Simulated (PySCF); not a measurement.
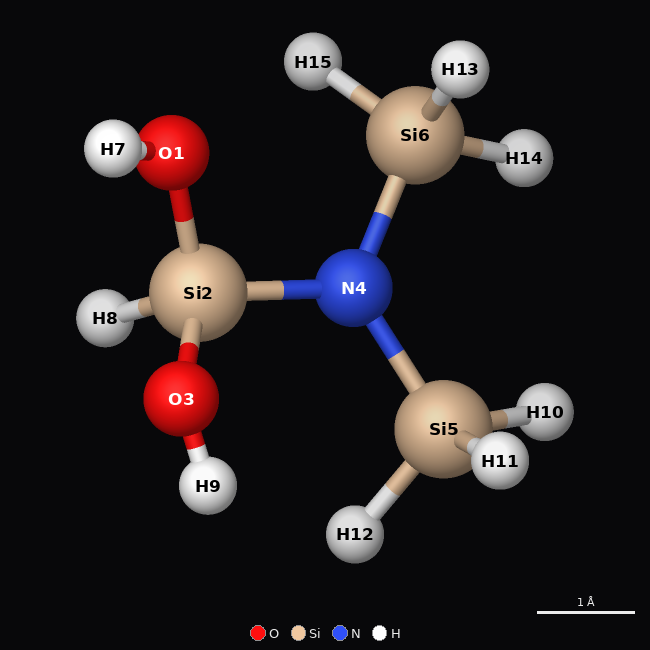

Orthographic view with a scale bar. Geometry: an end point of a reaction path computed with GFN2-xTB.

Reconstruct the coordinates (Å) as seen: x to the right, y up, z towards the viewer, origin at the mean of the atomic positions.

```xyz
15
H9NO2Si3
O   -1.59   1.41   1.00
Si  -1.32  -0.03   0.33
O   -1.49  -1.13   1.52
N    0.29   0.02  -0.33
Si   1.22  -1.44  -0.40
Si   0.92   1.60  -0.72
H   -2.20   1.46   1.74
H   -2.28  -0.29  -0.74
H   -1.22  -2.03   1.37
H    2.26  -1.26  -1.40
H    1.80  -1.77   0.91
H    0.30  -2.53  -0.78
H    1.39   2.28   0.50
H    2.05   1.36  -1.62
H   -0.13   2.36  -1.38
```
